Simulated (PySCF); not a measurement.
C3H8NO2Si2 (doublet)

```json
{"atom": "N", "x (Å)": "2.5396", "y (Å)": "0.5935", "z (Å)": "0.6398"}
{"atom": "C", "x (Å)": "2.2434", "y (Å)": "-0.2688", "z (Å)": "-0.3521"}
{"atom": "O", "x (Å)": "3.0367", "y (Å)": "-0.5683", "z (Å)": "-1.2220"}
{"atom": "Si", "x (Å)": "0.4607", "y (Å)": "-0.9878", "z (Å)": "-0.3358"}
{"atom": "C", "x (Å)": "-0.7361", "y (Å)": "-0.1115", "z (Å)": "-1.4186"}
{"atom": "C", "x (Å)": "-1.9391", "y (Å)": "0.4006", "z (Å)": "-0.7134"}
{"atom": "Si", "x (Å)": "-1.6424", "y (Å)": "0.1788", "z (Å)": "1.1662"}
{"atom": "O", "x (Å)": "-0.1981", "y (Å)": "-0.5711", "z (Å)": "1.1320"}
{"atom": "H", "x (Å)": "1.8792", "y (Å)": "0.7503", "z (Å)": "1.3802"}
{"atom": "H", "x (Å)": "3.4688", "y (Å)": "0.9806", "z (Å)": "0.7149"}
{"atom": "H", "x (Å)": "0.5178", "y (Å)": "-2.4472", "z (Å)": "-0.3488"}
{"atom": "H", "x (Å)": "-0.6248", "y (Å)": "0.1067", "z (Å)": "-2.4690"}
{"atom": "H", "x (Å)": "-2.1654", "y (Å)": "1.4250", "z (Å)": "-1.0220"}
{"atom": "H", "x (Å)": "-2.8111", "y (Å)": "-0.1850", "z (Å)": "-1.0263"}
{"atom": "H", "x (Å)": "-1.4368", "y (Å)": "1.4386", "z (Å)": "1.8763"}
{"atom": "H", "x (Å)": "-2.6000", "y (Å)": "-0.7255", "z (Å)": "1.7897"}
```

Geometry: GFN2-xTB.

Level of theory: UKS B3LYP, pcH-1 on C H N O Si, non-relativistic, mean-field spin-orbit, GIAO (PySCF 2.14.0, density-fitted response routines).

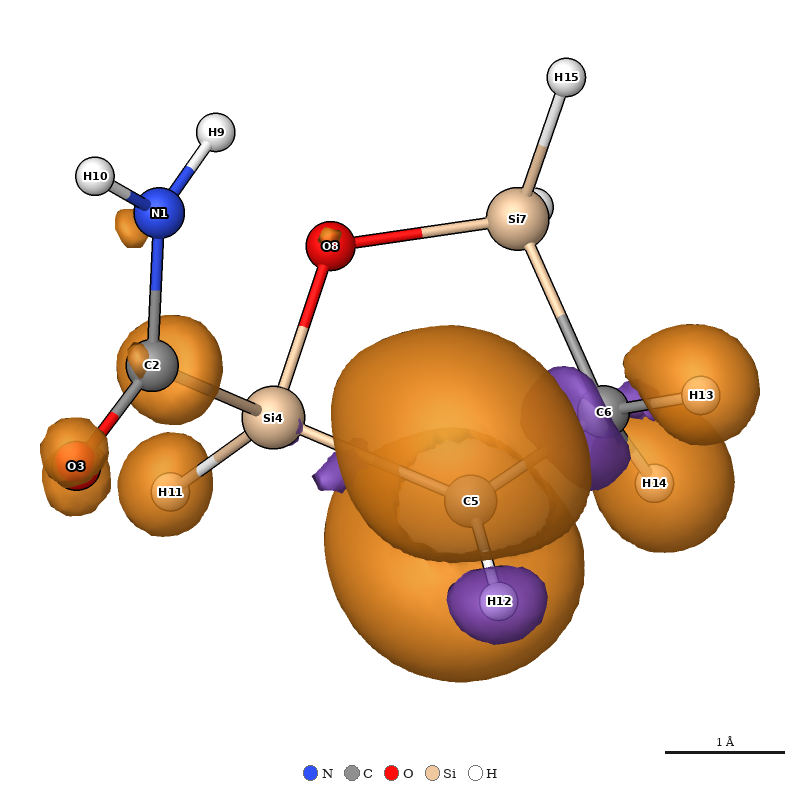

Figure 1. Isosurfaces of the spin density (α minus β) at +0.015 (orange) and −0.015 e/Å³ (purple), seen at a tilt.

**Where is the unpaired spin?**

The unpaired spin (1 electron) lies mostly on C5 (about 0.7), in electrons by Hirshfeld's partition.

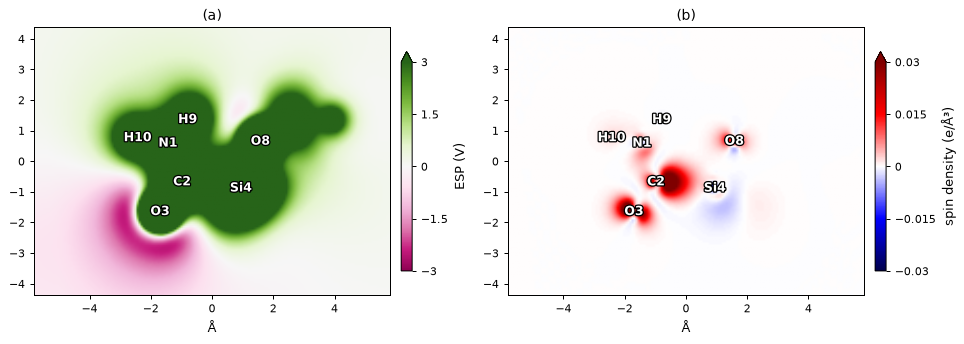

Figure 2. (a) electrostatic potential; (b) spin density (α minus β) on the plane of atoms C2, N1 and H9.

**Read the bonding off the picture.**

Atoms in the plane: N, C, O, Si and H.

Outside the dense part of the molecule the potential is most negative (−2.5 V) near O3.

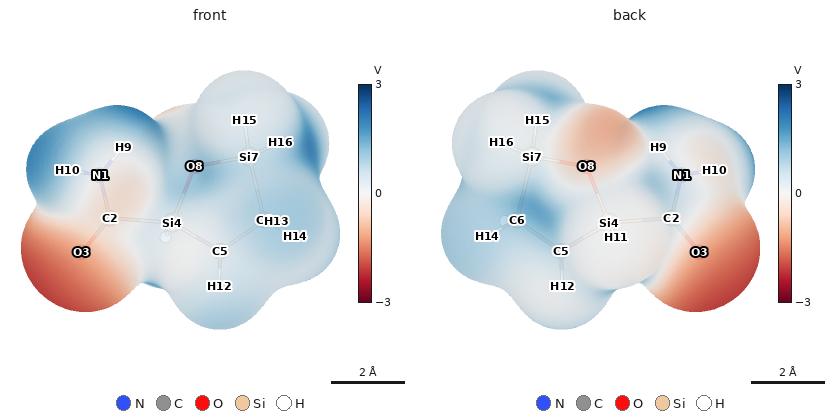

Figure 3. The molecular electrostatic potential painted on the density surface at 0.002 e/bohr³, seen from the front and from behind; red is negative and blue positive.

**Which sites attract a positive test charge, and which a negative one?**

A positive charge is drawn to the negative regions and a negative charge to the positive ones. The most negative region (about −2.0 V) lies over O3, the most positive (about +1.9 V) over Si7, H9 and H10. O3 is the likeliest acceptor of a hydrogen bond.
